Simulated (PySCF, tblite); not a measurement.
# C₇H₇NO: a rotation path, then NMR shifts on frames, part 1 of 2

How do NMR shifts of C₇H₇NO (`N#CC[C@@H]1C=CC(=O)C1`) change as the atoms move?

The runs use tblite 0.8.0 and PySCF 2.14.0, with density-fitted response routines of our own; the level of theory stands in each step. All values are computed, except where a source is named. Atoms are numbered from 0 throughout.

## 1. The starting structure

16 atoms, charge 0, multiplicity 1; geometry from: GFN2-xTB.

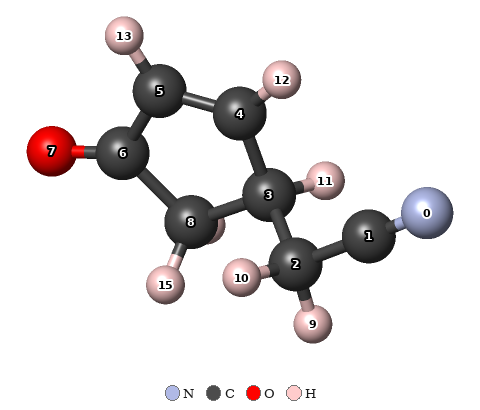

As it starts; nitrogen light blue, carbon dark grey, oxygen red, hydrogen pink, atoms numbered.

## 2. A band between two rotamers with GFN2-xTB

What the job is given:

```
{"job": {"kind": "neb", "xc": "GFN2-xTB", "basis": "xTB", "atoms": [1, 2, 3, 8], "turn": 120}, "charge": 0, "multiplicity": 1}
N     -3.551119     0.603248     0.520909
C     -2.634267     0.095482     0.065737
C     -1.464031    -0.542061    -0.482092
C     -0.241709    -0.327434     0.432044
C      0.122804     1.125379     0.529377
C      1.369966     1.375049     0.138854
C      2.044288     0.135765    -0.277172
O      3.175793     0.011463    -0.671179
C      1.028701    -0.989630    -0.114183
H     -1.670636    -1.611165    -0.583767
H     -1.268675    -0.124845    -1.474262
H     -0.491181    -0.706842     1.429345
H     -0.594691     1.848277     0.880811
H      1.863027     2.330007     0.114467
H      1.433936    -1.743895     0.560126
H      0.870195    -1.469853    -1.080425
```

Method: GFN2-xTB climbing-image nudged elastic band, gas phase.

Launch:

```
$ OMP_NUM_THREADS=1 python probes_run.py task.json out
```

This one command runs all jobs of the session in turn.

What it wrote:

```text
image   E - E0 / eV
  0      -0.0000
  1       0.0198
  2       0.0713
  3       0.1242
  4       0.1463
  5       0.1268
  6       0.0819
  7       0.0378
  8       0.0177
```

It took 6.1 s on 1 thread of Arm Neoverse N1, shared host; peak memory 0.19 GiB.

The final band, with the dihedral C1–C2–C3–C8:

```csv
image,dihedral (°),energy (eV),energy (kcal/mol)
0,-180,0.000,0.0
1,-166,0.020,0.5
2,-151,0.071,1.6
3,-135,0.124,2.9
4,-120,0.146,3.4
5,-104,0.127,2.9
6,-89,0.082,1.9
7,-73,0.038,0.9
8,-59,0.018,0.4
```

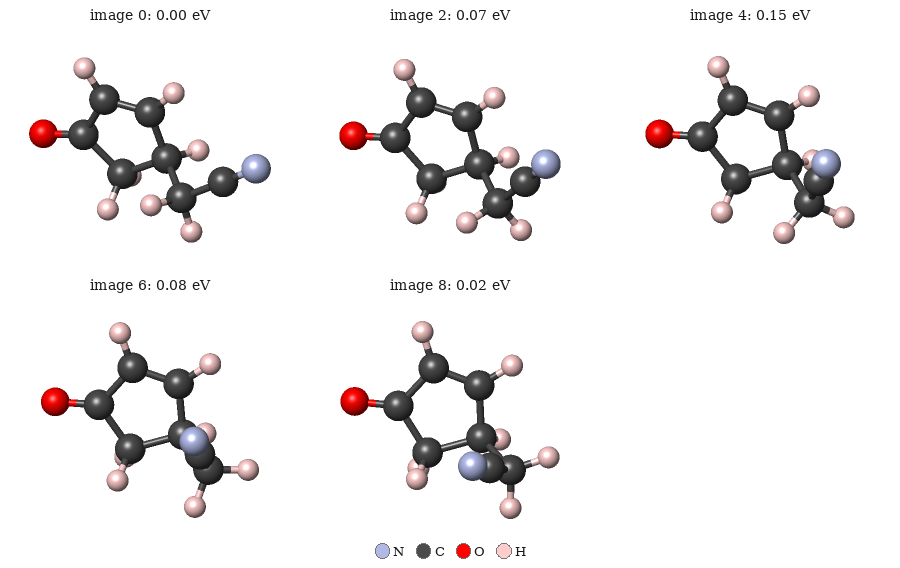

Images along the band.

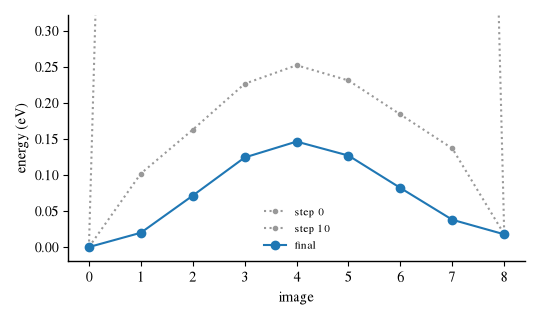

Energy along the band, early and final.

## 3. Shielding tensors: image 0, PBE0/pcSseg-1

What the job is given:

```
{"job": {"kind": "nmr", "xc": "PBE0", "basis": "pcSseg-1", "pop": false}, "charge": 0, "multiplicity": 1}
N     -3.551100     0.603200     0.520900
C     -2.634300     0.095500     0.065700
C     -1.464000    -0.542100    -0.482100
C     -0.241700    -0.327400     0.432000
C      0.122800     1.125400     0.529400
C      1.370000     1.375000     0.138900
C      2.044300     0.135800    -0.277200
O      3.175800     0.011500    -0.671200
C      1.028700    -0.989600    -0.114200
H     -1.670600    -1.611200    -0.583800
H     -1.268700    -0.124800    -1.474300
H     -0.491200    -0.706800     1.429300
H     -0.594700     1.848300     0.880800
H      1.863000     2.330000     0.114500
H      1.433900    -1.743900     0.560100
H      0.870200    -1.469900    -1.080400
```

Method: GIAO PBE0/pcSseg-1 NMR shielding, non-relativistic, gas phase.

What it wrote:

```text
coarse grid: 14096 points
cycle   1  E = -400.1675950582  dE =  1.560e+00  |g| = 8.568e-01  |ddm| = 3.813e+00
cycle   2  E = -399.6054898481  dE =  5.621e-01  |g| = 1.862e+00  |ddm| = 3.216e+00
cycle   3  E = -400.3185924022  dE = -7.131e-01  |g| = 1.717e-01  |ddm| = 2.466e+00
cycle   4  E = -400.3249740771  dE = -6.382e-03  |g| = 7.184e-02  |ddm| = 2.033e-01
cycle   5  E = -400.3260869436  dE = -1.113e-03  |g| = 2.689e-02  |ddm| = 7.684e-02
cycle   6  E = -400.3262423886  dE = -1.554e-04  |g| = 8.006e-03  |ddm| = 2.457e-02
cycle   7  E = -400.3262545648  dE = -1.218e-05  |g| = 3.296e-03  |ddm| = 7.140e-03
cycle   8  E = -400.3262565902  dE = -2.025e-06  |g| = 1.175e-03  |ddm| = 3.789e-03
final grid: 138264 points
cycle   9  E = -400.3902549682  dE = -2.212e-05  |g| = 1.241e-02  |ddm| = 3.500e-02
cycle  10  E = -400.3901639955  dE =  9.097e-05  |g| = 2.493e-02  |ddm| = 3.170e-02
cycle  11  E = -400.3902860284  dE = -1.220e-04  |g| = 2.313e-03  |ddm| = 2.351e-02
cycle  12  E = -400.3902871255  dE = -1.097e-06  |g| = 5.036e-04  |ddm| = 2.122e-03
cycle  13  E = -400.3902871617  dE = -3.611e-08  |g| = 2.874e-04  |ddm| = 5.057e-04
cycle  14  E = -400.3902871790  dE = -1.737e-08  |g| = 6.050e-05  |ddm| = 2.317e-04
cycle  15  E = -400.3902871798  dE = -7.577e-10  |g| = 1.746e-05  |ddm| = 6.253e-05
converged SCF energy = -400.3902871798

GIAO shielding tensors (ppm)
atom      isotropic    diamagn.    paramagn.     s11        s22        s33       span
  0 N      -34.336     339.711    -374.047   -204.838   -198.419    300.248    505.086
  1 C       64.089     259.500    -195.411    -52.794    -47.686    292.745    345.539
  2 C      163.420     248.811     -85.391    145.986    163.796    180.478     34.492
  3 C      144.340     248.582    -104.242    136.176    147.055    149.790     13.614
  4 C       12.907     256.643    -243.735   -118.802      6.857    150.667    269.468
  5 C       43.482     254.304    -210.822    -57.170     49.003    138.613    195.783
  6 C      -21.792     249.159    -270.951   -100.737    -24.034     59.394    160.131
  7 O     -303.603     394.910    -698.513   -888.872   -373.386    351.447   1240.319
  8 C      144.354     250.573    -106.219    131.551    137.094    164.417     32.866
  9 H       29.125      27.964       1.161     23.460     29.068     34.847     11.388
 10 H       29.888      29.089       0.799     25.536     29.595     34.532      8.996
 11 H       28.536      31.780      -3.244     24.596     27.545     33.467      8.871
 12 H       23.454      32.581      -9.128     19.099     23.399     27.863      8.764
 13 H       25.273      31.054      -5.781     23.494     24.671     27.654      4.160
 14 H       29.138      29.691      -0.553     24.844     27.870     34.700      9.856
 15 H       30.054      30.517      -0.463     25.616     30.198     34.348      8.732
```

It took 39 s on 1 thread of Arm Neoverse N1, shared host; peak memory 0.84 GiB.

The references, computed at this level on geometries of the same kind, shield at (ppm): ¹H TMS 31.72, ¹³C TMS 186.9, ¹⁵N NH3 267.7, ¹⁷O H2O 336.1. Their shielding less the atom's gives the shift. The references are single molecules in the gas phase, so shifts against H2O, NH3, PH3, H3PO4 or CFCl3 are not on the usual liquid scales and can be off by tens of ppm. Each atom is listed at this fixed geometry, with no averaging over motion; a spectrum would average atoms that exchange fast.

| atoms | environment | σ (ppm) | δ (ppm) |
| --- | --- | --- | --- |
| C6 | ketone carbonyl carbon | -21.8 | 208.7 |
| C4 | β carbon of a C=C–C=O unit | 12.9 | 174.0 |
| C5 | α carbon of a C=C–C=O unit | 43.5 | 143.4 |
| C1 | nitrile carbon | 64.1 | 122.8 |
| C3 | allylic sp3 CH | 144.3 | 42.6 |
| C8 | sp3 CH2 α to a carbonyl | 144.4 | 42.6 |
| C2 | sp3 CH2 α to a nitrile | 163.4 | 23.5 |
| H12 | hydrogen on a β carbon of a C=C–C=O unit | 23.45 | 8.26 |
| H13 | hydrogen on an α carbon of a C=C–C=O unit | 25.27 | 6.44 |
| H11 | hydrogen on an allylic sp3 CH | 28.54 | 3.18 |
| H9 | hydrogen on an sp3 CH2 α to a nitrile | 29.13 | 2.59 |
| H14 | hydrogen on an sp3 CH2 α to a carbonyl | 29.14 | 2.58 |
| H10 | hydrogen on an sp3 CH2 α to a nitrile | 29.89 | 1.83 |
| H15 | hydrogen on an sp3 CH2 α to a carbonyl | 30.05 | 1.66 |
| N0 | nitrile nitrogen | -34.3 | 302.1 |
| O7 | ketone oxygen | -303.6 | 639.7 |

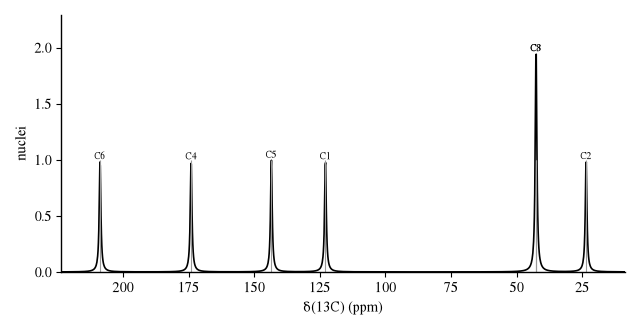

¹³C lines at the computed shifts, without couplings. Lines are broadened to a width of 0.74 ppm (Lorentzian).

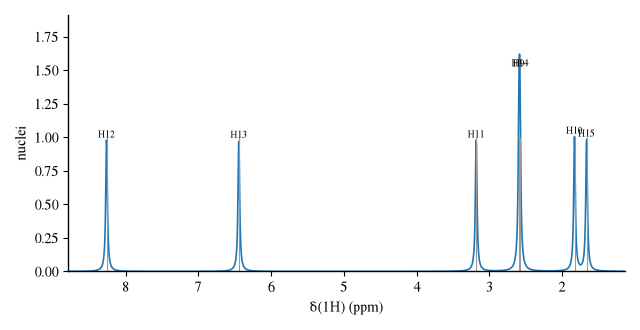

¹H lines at the computed shifts, without couplings. Lines are broadened to a width of 0.03 ppm (Lorentzian).

Ring of atoms C3, C4, C5, C6, C8: NICS(0) 1.3, NICS(1) -3.4, NICS(1)zz -4.7 ppm (means of both faces).

## 4. Shielding tensors: image 2, PBE0/pcSseg-1

What the job is given:

```
{"job": {"kind": "nmr", "xc": "PBE0", "basis": "pcSseg-1", "pop": false}, "charge": 0, "multiplicity": 1}
N     -3.256200     1.164400     0.043900
C     -2.485000     0.339600    -0.130800
C     -1.490300    -0.676400    -0.369800
C     -0.212300    -0.436100     0.466000
C      0.070200     1.026000     0.658600
C      1.272400     1.388300     0.220600
C      1.994600     0.233900    -0.334100
O      3.104300     0.212000    -0.801800
C      1.062100    -0.967500    -0.203300
H     -1.922200    -1.653000    -0.136300
H     -1.253500    -0.649500    -1.437100
H     -0.359300    -0.892400     1.451300
H     -0.662800     1.668000     1.117400
H      1.693900     2.376300     0.257600
H      1.554400    -1.743900     0.382300
H      0.881900    -1.380900    -1.196100
```

Method: GIAO PBE0/pcSseg-1 NMR shielding, non-relativistic, gas phase.

What it wrote:

```text
coarse grid: 14096 points
cycle   1  E = -400.1633341948  dE =  1.562e+00  |g| = 8.578e-01  |ddm| = 3.807e+00
cycle   2  E = -399.5955992502  dE =  5.677e-01  |g| = 1.870e+00  |ddm| = 3.191e+00
cycle   3  E = -400.3142381240  dE = -7.186e-01  |g| = 1.748e-01  |ddm| = 2.449e+00
cycle   4  E = -400.3208339700  dE = -6.596e-03  |g| = 7.345e-02  |ddm| = 2.105e-01
cycle   5  E = -400.3219802743  dE = -1.146e-03  |g| = 2.847e-02  |ddm| = 7.765e-02
cycle   6  E = -400.3221531820  dE = -1.729e-04  |g| = 8.243e-03  |ddm| = 2.565e-02
cycle   7  E = -400.3221657392  dE = -1.256e-05  |g| = 3.491e-03  |ddm| = 7.224e-03
cycle   8  E = -400.3221681085  dE = -2.369e-06  |g| = 1.122e-03  |ddm| = 3.926e-03
final grid: 138264 points
cycle   9  E = -400.3867371658  dE = -2.500e-05  |g| = 1.266e-02  |ddm| = 3.625e-02
cycle  10  E = -400.3866442412  dE =  9.292e-05  |g| = 2.534e-02  |ddm| = 3.241e-02
cycle  11  E = -400.3867692725  dE = -1.250e-04  |g| = 2.310e-03  |ddm| = 2.387e-02
cycle  12  E = -400.3867703676  dE = -1.095e-06  |g| = 5.063e-04  |ddm| = 2.195e-03
cycle  13  E = -400.3867704016  dE = -3.396e-08  |g| = 3.114e-04  |ddm| = 5.166e-04
cycle  14  E = -400.3867704222  dE = -2.060e-08  |g| = 6.237e-05  |ddm| = 2.433e-04
cycle  15  E = -400.3867704230  dE = -7.742e-10  |g| = 2.024e-05  |ddm| = 6.623e-05
converged SCF energy = -400.3867704230

GIAO shielding tensors (ppm)
atom      isotropic    diamagn.    paramagn.     s11        s22        s33       span
  0 N      -38.425     339.591    -378.016   -206.025   -200.688    291.437    497.462
  1 C       65.018     260.610    -195.592    -51.340    -46.333    292.726    344.066
  2 C      162.666     248.297     -85.631    141.375    163.988    182.635     41.261
  3 C      148.447     248.586    -100.139    140.492    148.797    156.052     15.559
  4 C       11.329     257.098    -245.768   -118.874      6.125    146.738    265.612
  5 C       43.844     254.512    -210.668    -56.815     48.318    140.028    196.843
  6 C      -21.950     249.126    -271.076   -100.717    -22.955     57.821    158.538
  7 O     -302.417     395.073    -697.490   -886.687   -371.352    350.789   1237.476
  8 C      142.216     250.979    -108.763    127.503    137.489    161.656     34.153
  9 H       28.920      27.382       1.539     23.862     28.080     34.819     10.957
 10 H       29.749      29.149       0.600     24.441     30.121     34.685     10.244
 11 H       28.562      31.205      -2.643     24.670     26.780     34.236      9.566
 12 H       23.267      33.434     -10.168     18.894     23.165     27.742      8.848
 13 H       25.257      31.304      -6.047     23.413     24.649     27.710      4.297
 14 H       29.114      29.663      -0.549     24.875     27.750     34.716      9.841
 15 H       29.998      30.647      -0.650     25.697     30.100     34.196      8.499
```

It took 38 s on 1 thread of Arm Neoverse N1, shared host; peak memory 0.85 GiB.

This run: δ C6 208.9, C4 175.6, C5 143.1, C1 121.9, H12 8.45, H13 6.46 ppm.

(Continued in part 2 of 2.)
